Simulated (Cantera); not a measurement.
Input: 1 mol Fe2O3, 4.9 mol C, 15 mol H2, held at 101000 Pa.

These are equilibrium values from Cantera (NASA tables, ideal gas, pure condensed phases), not measurements of a reactor. Candidate condensed phases: C, C6H6, C7H8, C8H18, Fe, Fe(CO)5, FeO, Fe(OH)2, Fe(OH)3, Fe2O3, Fe3O4, H2O; 114 gas species. Iron dissolves carbon and melts from about 1420 K in contact with it, which pure phases cannot show. Condensed phases not in the tables: cementite and carbon dissolved in iron. Rates play no part.

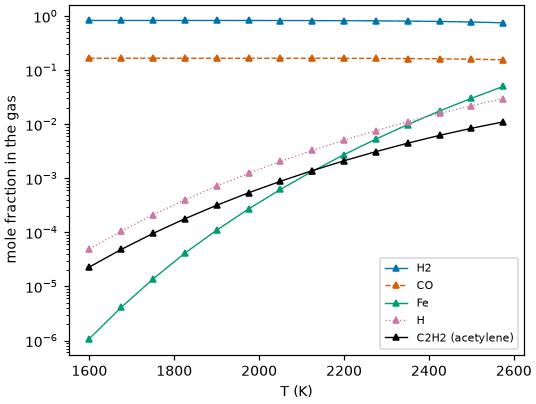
*Equilibrium gas composition (values under 1e-9 drawn at 1e-9)*

Task: Read off the mole fractions at 2425 K.

Result: H2 about 0.80, CO about 0.16, Fe about 0.018, H about 0.016, C2H2 (acetylene) about 0.0062.
